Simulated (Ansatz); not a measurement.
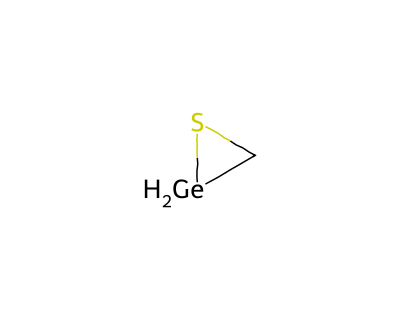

Skeletal drawing of a molecule.

Give its SMILES.

Answer. [CH2]1[S][GeH2]1

Give the formula, hydrogens included.

Answer. CH4GeS.

An optimisation with PBE0-D4/def2-TZVP gave a structure of which point group?

Answer. Cs.

The parts below concern this one geometry. Atoms keep their numbers from picture to picture. The computed structure is the end point of a PBE0-D4/def2-TZVP optimisation.

### Vibrations

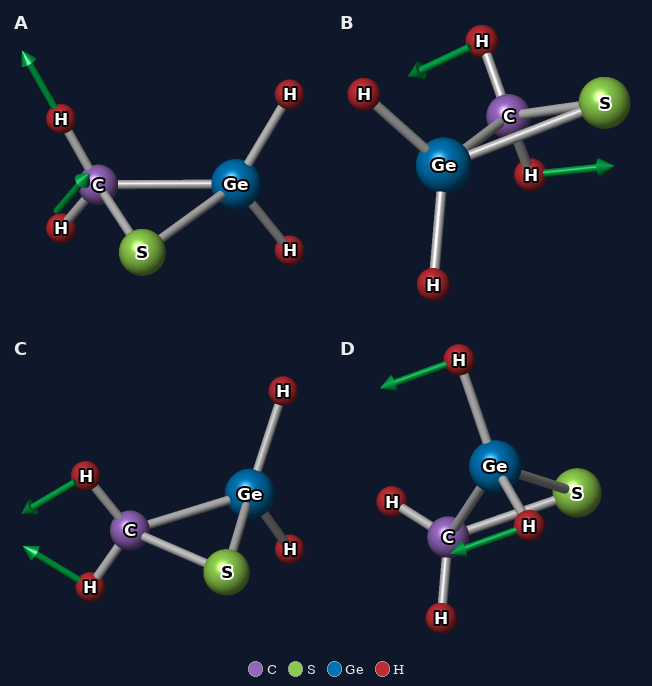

4 normal modes of one molecule or complex, as arrows. Harmonic vibrations computed with RKS PBE0-D4/def2-TZVP (Ansatz 0.2.0) at a stationary point of the same level.

Match the panels to the wavenumbers 580 cm⁻¹, 967 cm⁻¹, 1422 cm⁻¹, 3219 cm⁻¹.

Answer. A: 3219 cm⁻¹, out-of-phase stretching of 2 C–H bonds
B: 967 cm⁻¹, H–C–S bending
C: 1422 cm⁻¹, angle bending
D: 580 cm⁻¹, H–Ge–S bending

### Thermal motion

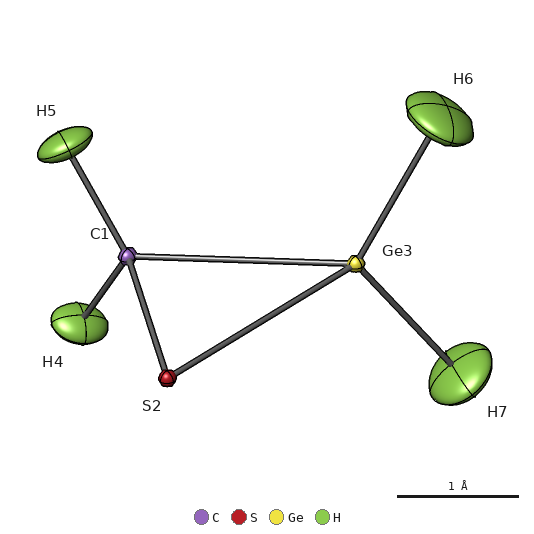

Displacement ellipsoids at the 50 % level, from the internal vibrations of the free molecule (harmonic, no overall translation or rotation; no half-axis is drawn under 0.075 Å). Vibrations computed with RKS PBE0-D4/def2-TZVP (Ansatz 0.2.0). Temperature: 600 K.

Which atom moves most?

Answer. H6, H7, with U_eq = 0.0327 Å².

Does H6 move more along its bond or across it?

Answer. Across it: the root-mean-square amplitude is 0.088 Å along the bond and up to 0.226 Å across, since bending and torsion are softer than stretching.

Give the displacement parameters, one line for each set of equivalent atoms.

```json
{"atom": "C1", "U_eq (Å²)": "0.0020", "rms amplitudes (Å)": "0.025, 0.049, 0.055"}
{"atom": "S2", "U_eq (Å²)": "0.00075", "rms amplitudes (Å)": "0.008, 0.020, 0.042"}
{"atom": "Ge3", "U_eq (Å²)": "0.00019", "rms amplitudes (Å)": "0.006, 0.010, 0.021"}
{"atom": "H4, H5", "U_eq (Å²)": "0.0165", "rms amplitudes (Å)": "0.076, 0.134, 0.161"}
{"atom": "H6, H7", "U_eq (Å²)": "0.0327", "rms amplitudes (Å)": "0.088, 0.198, 0.226"}
```

### Levels of theory compared

Program: Ansatz 0.2.0.

At this fixed geometry, give HOMO energy (eV), dipole (D) at these levels: B3LYP-D4/def2-TZVPP; PBE-D4/def2-TZVPP; r2SCAN-D4/def2-TZVPP; ωB97M-V/def2-TZVPP.

```tsv
level	HOMO energy (eV)	dipole (D)
B3LYP-D4/def2-TZVPP	−6.52	2.11
PBE-D4/def2-TZVPP	−5.56	2.00
r2SCAN-D4/def2-TZVPP	−5.81	2.11
ωB97M-V/def2-TZVPP	−8.95	2.17
```

### Charges

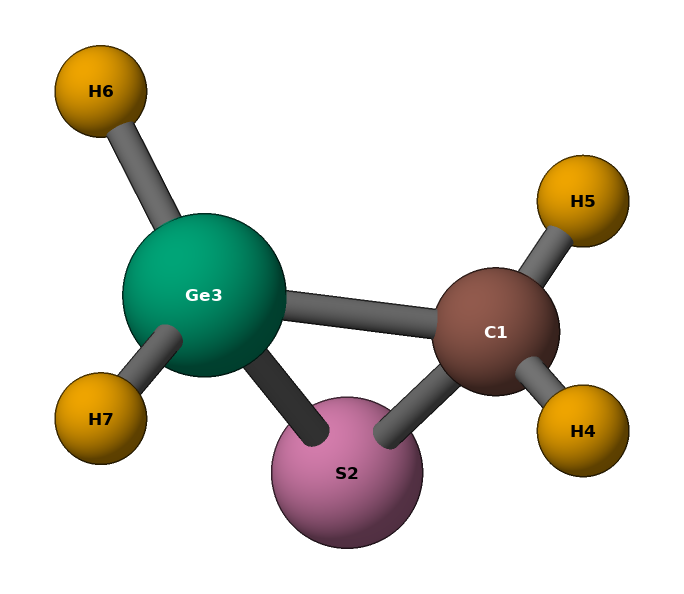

The questions are on Mulliken charges. Properties computed with RKS PBE0-D4/def2-TZVP (Ansatz 0.2.0).

Which atom carries the highest charge (most positive or least negative)?

Answer. Ge3 (0.18 e).

And the lowest?

Answer. C1 (−0.29 e).

Give the Mulliken charges atom by atom.

```json
{"atom": "C1", "value (e)": "−0.29"}
{"atom": "S2", "value (e)": "−0.25"}
{"atom": "Ge3", "value (e)": "0.18"}
{"atom": "H4", "value (e)": "0.15"}
{"atom": "H5", "value (e)": "0.15"}
{"atom": "H6", "value (e)": "0.03"}
{"atom": "H7", "value (e)": "0.03"}
```

Mulliken values depend strongly on the basis set and can even reverse the polarity of a bond.
